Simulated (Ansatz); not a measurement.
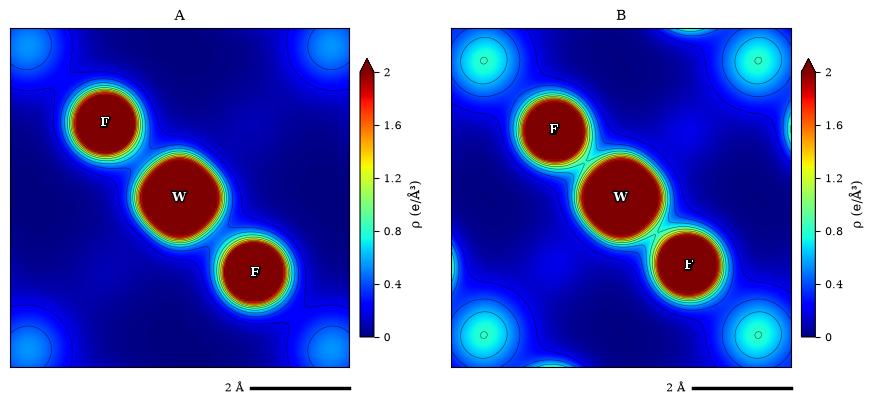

WF₂. The valence charge density (pseudo) of two cells that differ in size, on the (001) plane of each (indices in the axes of the calculation cell), at one length scale and on one colour scale: A has 16.8 Å³ an atom and B 12.3.

Space group P4₂/mnm; started from the rutile prototype, which need not be the ambient phase.

Theory: Ansatz, DFT PBE, scalar-relativistic, plane waves, PAW.

In a PAW calculation such maps are meaningful between the atoms, not at the nuclei.

> What changes from the larger cell to the smaller?

From the larger cell to the smaller, W–F goes from 2.16 to 1.95 Å, and the density at its midpoint from 0.48 to 0.83 e/Å³; the pressure goes from −13 to 29 GPa; the largest moment (W) goes from 0.6 to 0.0 μB.
